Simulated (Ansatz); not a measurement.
# Bismuth, fcc: r²SCAN0 after r²SCAN

Aim: see what exact exchange does to the levels, and what it costs. Spin polarisation is left out. The geometry was relaxed under r²SCAN beforehand and is kept. Exact exchange is dear, so the k-mesh is coarse, and r²SCAN is run on the same mesh for comparison.

Program: Ansatz 0.2.0. Level of theory: DFT, plane waves (500 eV) with PBE-made PAW files, scalar-relativistic; functionals as named at each step. These are calculated values, not measurements.

**1. The structure to begin with**

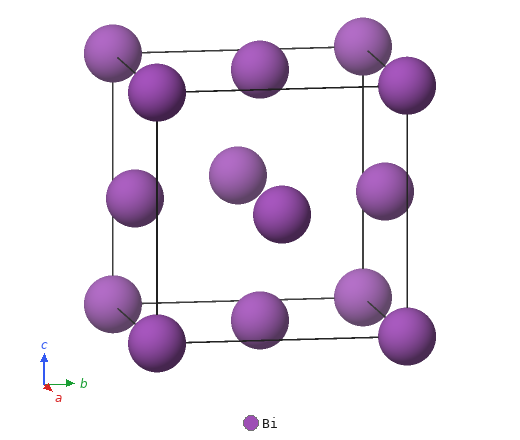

Start, viewed slightly off an axis; bismuth purple. The conventional cell is drawn; the run uses a primitive one. Any atoms on the faces are drawn again on the opposite ones.

Structure file:

```xyz
1
Lattice="0.0000 2.5039 2.5039 2.5039 0.0000 2.5039 2.5039 2.5039 0.0000" Properties=species:S:1:pos:R:3 pbc="T T T"
Bi    0.0000    0.0000    0.0000
```

**2. r²SCAN, coarse mesh**

The run with r²SCAN.

Contents of input.yaml:

```yaml
crystal:
  lattice:
    - [0.0, 2.5039245344, 2.5039245344]
    - [2.5039245344, 0.0, 2.5039245344]
    - [2.5039245344, 2.5039245344, 0.0]
  atoms:
    - { symbol: Bi, position: [0.0, 0.0, 0.0] }
hamiltonian:
  xc: r2scan
  pseudopotentials:
    kind: paw
    azcp:
      Bi: "pseudopotentials/Bi.paw.azcp"
basis:
  ecutwfc: 500
  fft_grid_basis: typed
kpoints:
  mp_grid: { grid: [6, 6, 6], shift: [0, 0, 0] }
magnetization:
  spin_polarized: false
scf:
  occupations: { method: fermi_dirac, width: 0.1 }
```

On the command line:

```
$ ansatz run input.yaml --threads 4 --pin off --max-ram 8192MiB --backend cpu --events-out ev --progress --plain --runs-dir out
```

The log of the run (excerpt; [...] marks lines left out):

```text
Warning: RAYON_NUM_THREADS=4 ignored (pool sized by the plan → 4); use --threads N
[...]
Pseudopotentials: kind: paw
Pseudopotential: Bi, paw, valence charge 15, recommended cutoff 500 eV (meta_gga), <dir>
Functional definition: r2SCAN
[...]
Crystal: 1 atoms, lattice volume = 31.397 Å³
Basis set: ecut = 500 eV, 821 PW (Γ), exchange–correlation on 108×108×108 points (64 copies of the dense FFT grid, shifted against one another)
Bands: 12, of which v1, the nominal top of the filled ones, is band 8 counted from 1 (7 counted from 0)
Symmetry: 48 space group operations
Space group: Fm-3m (ITA 225), of the structure as read, at distance tolerance 3.2e-5 Å
k-points: 16 of 216
[...]
SCF iter   1: F=—  HF=-12410.810720 eV  |F-HF|=—  |Δ(HF+E_count)|=         —  Δρ=3.31e-3  dr2=2.13e-3  dr2_τ=2.46e-4  ethr=1.77e-3  ⟨swp⟩=5.3  Hψ=1154  notcnv=0
[...]
SCF iter   6: F=-12410.813936 eV  HF=-12410.813936 eV  |F-HF|=1.58e-10  |Δ(HF+E_count)|=   1.37e-8  Δρ=7.42e-7  dr2=1.00e-10  dr2_τ=2.48e-11  ethr=2.70e-11  ⟨swp⟩=1.0  Hψ=569  notcnv=0
[...]
SCF converged after 6 iterations
Free energy (F): -12410.813936 eV
[...]
E sigma→0 (E₀):  -12410.801031 eV
Entropy (-TS):   -0.025808 eV (-25.808 meV/atom)
Fermi energy:    11.843304 eV
[...]
```

Wall time 0.48 s (4 threads of Arm Neoverse V2, shared host); peak memory 0.31 GiB.

**3. r²SCAN0 on the coarse mesh**

The run with r²SCAN0.

input.yaml: that of step 2 with these lines changed.

```diff
@@ -8,3 +8,3 @@
 hamiltonian:
-  xc: r2scan
+  xc: r2scan0
   pseudopotentials:
```

On the command line:

```
$ ansatz run input.yaml --threads 4 --pin off --max-ram 8192MiB --backend cpu --events-out ev --progress --plain --runs-dir out
```

The log of the run (excerpt; [...] marks lines left out):

```text
Warning: RAYON_NUM_THREADS=4 ignored (pool sized by the plan → 4); use --threads N
[...]
Pseudopotentials: kind: paw
Pseudopotential: Bi, paw, valence charge 15, recommended cutoff 500 eV (meta_gga), <dir>
Functional definition: r2SCAN0
[...]
Crystal: 1 atoms, lattice volume = 31.397 Å³
Basis set: ecut = 500 eV, 821 PW (Γ), exchange–correlation on 108×108×108 points (64 copies of the dense FFT grid, shifted against one another)
Bands: 12, of which v1, the nominal top of the filled ones, is band 8 counted from 1 (7 counted from 0)
Symmetry: 48 space group operations
Space group: Fm-3m (ITA 225), of the structure as read, at distance tolerance 3.2e-5 Å
k-points: 16 of 216
[...]
SCF iter   1: F=—  HF=-12410.809608 eV  |F-HF|=—  |Δ(HF+E_count)|=         —  Δρ=2.92e-3  dr2=1.59e-3  dr2_τ=2.44e-4  ethr=1.77e-3  ⟨swp⟩=12.4  Hψ=1056  notcnv=0
[...]
Frozen-core exchange: fock
[...]
hybrid outer 2: dexx = +4.008e-7 eV, tail = 7.03e-8 eV, Δε = 6.96e-3 eV (about 6.70e-4 eV left of the loop's levels)
hybrid SCF converged: 2 outer / 9 inner (+6 warm-up), last move |dexx| = 4.01e-7 eV, tail = 7.03e-8 eV
Stability not checked: this state was not tested for a lower state beside it, because the functional holds exact exchange (a hybrid, or Hartree-Fock), whose exchange loop this test does not read (fock_operator; see scf.lower_state_search)
Free energy (F): -12408.226801 eV
Frozen-core exchange: fock
[...]
E sigma→0 (E₀):  -12408.218532 eV
Entropy (-TS):   -0.016539 eV (-16.539 meV/atom)
Fermi energy:    11.839459 eV
[...]
--- Band table (eV; the first three rows and the last of 16) ---
  k-point 0: bands = ["-14.6907", "-14.6907", "-14.6907", "-14.6112", "-14.6112", "-4.3472", "17.5950", "17.5950", "17.5950", "22.0530"]
[...]
  guard bands above this table: 2 of the run's 12 bands. The solve was not asked for them (output.publish_guard_bands: true or output.eigenvalues: true publishes all)
```

It took 4.4 s on 4 threads of Arm Neoverse V2, shared host; peak memory 1.1 GiB.

**4. Side by side**

```tsv
functional	gap on the mesh	Fermi energy (eV)	SCF cycles	exchange loops	CPU time
r²SCAN	none (levels filled in part)	11.843	6	-	1.2 s
r²SCAN0	none (levels filled in part)	11.839	15	2	13 s
```

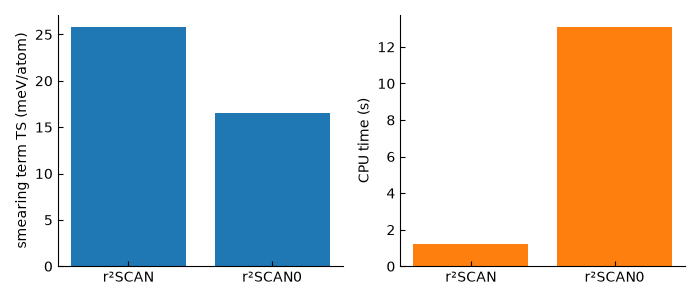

Smearing term and CPU time by functional.

**5. Summary of results**

| quantity | value |
| --- | --- |
| r²SCAN: gap | none (levels filled in part) |
| r²SCAN0: gap | none (levels filled in part) |
| r²SCAN0: SCF cycles, exchange loops | 15, 2 |
| r²SCAN0: CPU time over that of r²SCAN | 11 |
| r²SCAN0: relative to A7 rhombohedral | +378 meV/atom |

In words: Neither r²SCAN nor r²SCAN0 shows a clean gap on this mesh. The hybrid took 11 times as much CPU time as r²SCAN on the same settings. The exchange operator of r²SCAN0 was renewed in 2 outer loops. The dense-mesh value adds +52.8 meV/atom, the change that r²SCAN shows between the coarse mesh and its own dense run (not shown). Under r²SCAN0 it lies 378 meV/atom above A7 rhombohedral (computed apart in the same way); on such meshes a few tens of meV are uncertain for metals. Absolute energies differ from functional to functional, by eV per atom at times, and say nothing by themselves.
